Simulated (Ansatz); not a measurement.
Breaking the C1–N2 bond in CH3N (SMILES C=N) (multiplicity 1 held, fragments rigid). Energies count from the point at 1.263 Å.
Geometry at that point (charge 0, multiplicity 1):
```json
[
 {"atom": "C", "x (Å)": "-0.5574", "y (Å)": "0.1786", "z (Å)": "0.0105"},
 {"atom": "N", "x (Å)": "0.6030", "y (Å)": "-0.3199", "z (Å)": "-0.0120"},
 {"atom": "H", "x (Å)": "-1.4180", "y (Å)": "-0.4908", "z (Å)": "0.0213"},
 {"atom": "H", "x (Å)": "-0.7786", "y (Å)": "1.2508", "z (Å)": "0.0202"},
 {"atom": "H", "x (Å)": "1.3198", "y (Å)": "0.4081", "z (Å)": "-0.0201"}
]
```

Restricted levels (R-, RO-) in cc, def2 and unpolarised 6-31G sets keep to the state of the molecule at rest. U- levels take the lowest unrestricted solution at each point, which mixes spins at long bonds. Curves can end on different states.

Frozen-core correlation.

The values were computed with Ansatz (Gaussian basis) for Hartree–Fock, density functionals and correlated methods. Values without a source in brackets are computed.

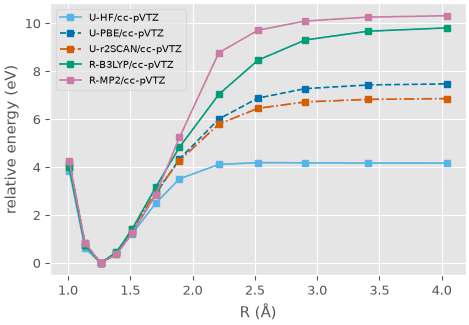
Relative energy along the coordinate

Question: Read off the U-HF/cc-pVTZ curve at R = 2.905.

Answer: about 4.2 eV

Doubts at one or more of the structures used: a spin-contaminated determinant (U-HF/cc-pVTZ, U-PBE/cc-pVTZ, U-r2SCAN/cc-pVTZ); a restricted determinant that unrestricted orbitals would lower (R-B3LYP/cc-pVTZ, R-MP2/cc-pVTZ).

Ansatz is an electronic-structure program.
